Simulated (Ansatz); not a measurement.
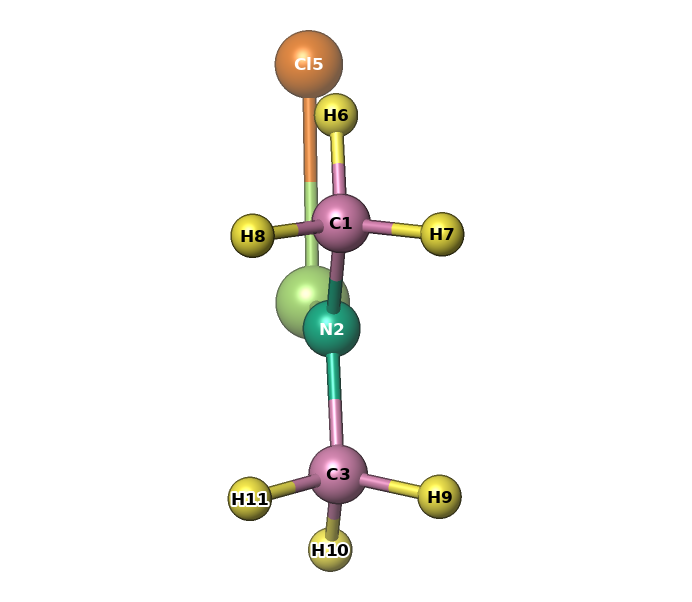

Ge4 lies behind N2. The molecule seen nearly along the N2–Ge4 bond, N2 in front. Depth is shown by fading: the farther an atom, the more it takes the colour of the background. The geometry was computed by an optimisation with PBE-D4/def2-SVP. No frequency run is at hand to confirm it as a minimum.

Q: What is the torsion angle C1–N2–Ge4–Cl5? The sign is positive where the front bond must turn clockwise to cover the back bond.

A: 0°, synperiplanar (eclipsed).
